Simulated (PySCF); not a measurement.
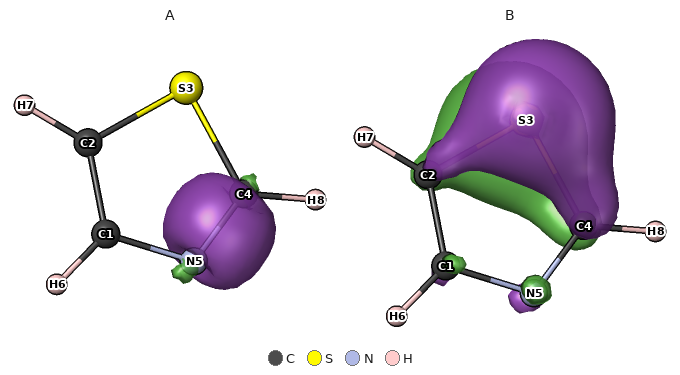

C₃H₃NS, SMILES `c1cscn1`. Intrinsic bond orbitals (IBO), occupied; each surface holds about 80 % of the orbital's density. Energies are diagonal elements of the Fock matrix.

PySCF calculation, ωB97X/def2-SVPD, gas phase; geometry: GFN2-xTB. No frequency check shows the geometry to be a minimum. GFN2-xTB bond lengths at metals and heavier atoms can be off by up to 0.1 Å and shapes distorted, which carries into these values.

Coordinates in Å:

```
C1       1.2900   -0.5838    0.0000
C2       0.0819   -1.2056    0.0000
S3      -1.1857   -0.0447    0.0000
C4       0.0325    1.1945    0.0000
N5       1.2393    0.7683    0.0000
H6       2.2477   -1.0711    0.0000
H7      -0.1367   -2.2537    0.0000
H8      -0.2406    2.2305    0.0000
```

What does each orbital represent in a Lewis picture?

Answer. By panel:
- A: σ bond N5–C4 (N5 55 %, C4 44 %; −24.1 eV)
- B: p-type lone pair on S3, partly delocalised onto C4 and C2 (S3 82 %, C4 8 %, C2 5 %; −11.4 eV)
